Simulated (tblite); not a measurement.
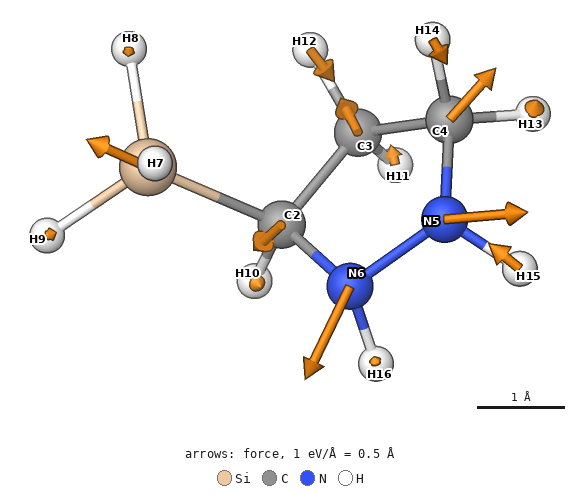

Starting geometry of C$_{3}$H$_{10}$N$_{2}$Si with the computed forces as orange arrows. The picture is a ball-and-stick view, seen at a tilt.

Method: tblite 0.8.0, GFN2-xTB geometry optimisation, gas phase. 

Is this structure relaxed? If not, where do the atoms go?

Answer. It isn't relaxed: the largest force vector, on an N atom, is 2.43 eV/Å. The final displacements have little in common with the starting forces (cosine between the two patterns 0.07). After 125 geometry steps the energy has fallen by 12.7 kcal/mol. The atom that moves furthest after the best rigid fit is an H atom (1.15 Å). Largest moves by element: H 1.15 Å, N 0.46 Å, C 0.24 Å, Si 0.08 Å. Some distances before and after: C–Si 1.858 → 1.912 Å, C–C 1.500 → 1.546 Å, N–N 1.391 → 1.421 Å, H–N 1.045 → 1.015 Å. Bond angles that change, for instance: C–N–N 109.4° → 100.7°, C–C–N 108.1° → 103.3°, H–Si–H 105.7° → 110.6°. Groups turn about C–Si by about 50°, N–N by about 40°, C–N by about 40°. The run took 0.71 s on 1 thread of Arm Neoverse V1, on a shared host.
